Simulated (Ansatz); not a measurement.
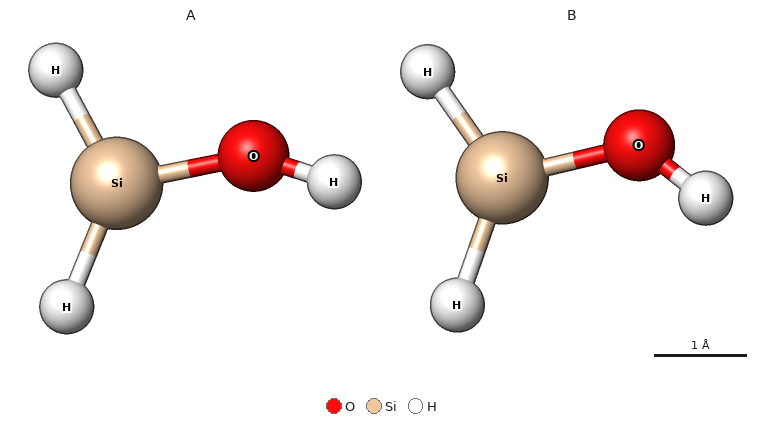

Two geometries of SiH3O (charge +1), drawn at one scale. One is the start of a relaxation, the other its converged end. The picture is a ball-and-stick view, seen at a tilt.

Computed with Ansatz, RKS PBE0-D4/def2-TZVP. (force threshold 0.005 eV/Å; at most 200 steps)

> Which geometry has the lower energy?

Structure B is the relaxed one. An H atom moves most after the best rigid fit: 0.21 Å. Largest moves by element: H 0.21 Å, O 0.13 Å, Si 0.08 Å. Some distances before and after: H–Si 1.446 → 1.466 Å, O–Si 1.556 → 1.566 Å. Bond angles that change, for instance: Si–O–H 151.5° → 129.8°, O–Si–H 109.2° → 113.9°, H–Si–H 129.2° → 125.2°. After 6 geometry steps the energy has fallen by 8.80 kJ/mol. Largest force component: 0.82 eV/Å at the start, 0.0026 eV/Å at the end. The run took 4.9 s on 2 threads of Arm Neoverse V2 (shared host).
